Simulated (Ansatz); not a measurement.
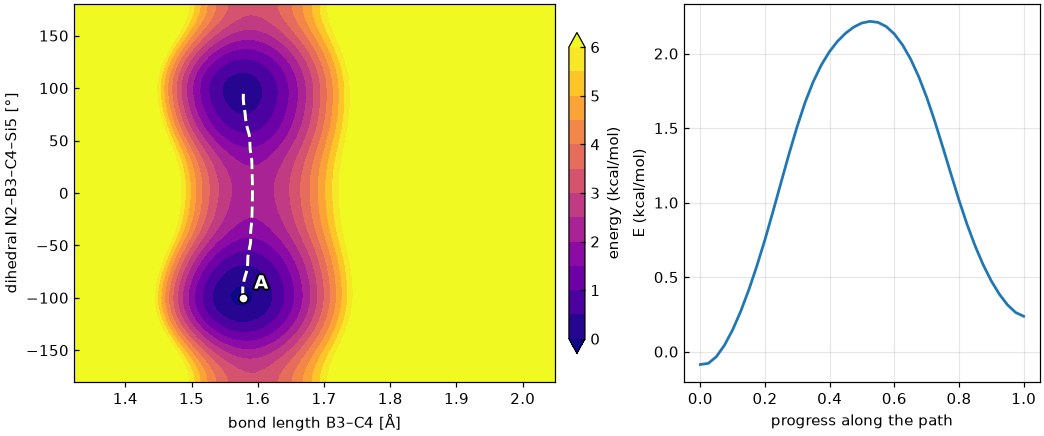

C₂H₈BNSi, SMILES C=NBC[SiH3]. 
- Coordinates scanned: (1) bond length B3–C4; (2) dihedral N2–B3–C4–Si5.
- Nothing is relaxed (all other coordinates rigid).
- The scan uses a 15 × 15 grid.
- Points are written as (first, second).
- All energies are given in kcal/mol relative to the lowest grid point.
- These are results of RKS PBE0-D4/def2-SVP (Ansatz), not measurements.

In the figure: filled contours, a line along the lowest path, one colour for all values above the top of the scale, the energy along the path at the right, the start A. Between grid points the surface is interpolated.

Question: Describe the path and its barrier.

Answer: The easiest path leads from the well at about (1.58 Å, −100°) to the well at about (1.58 Å, 95°), about 0.32 kcal/mol higher (on a rigid scan; wells that are mirror images or exchange like atoms can differ by this much). Its highest point lies about 2.3 kcal/mol above the bottom of the first well on the interpolated surface, at about (1.59 Å, 0°). Seen from the upper well the barrier is about 2 kcal/mol. The start is the relaxed structure and all else is held, so a fully relaxed path at this level can only be lower.
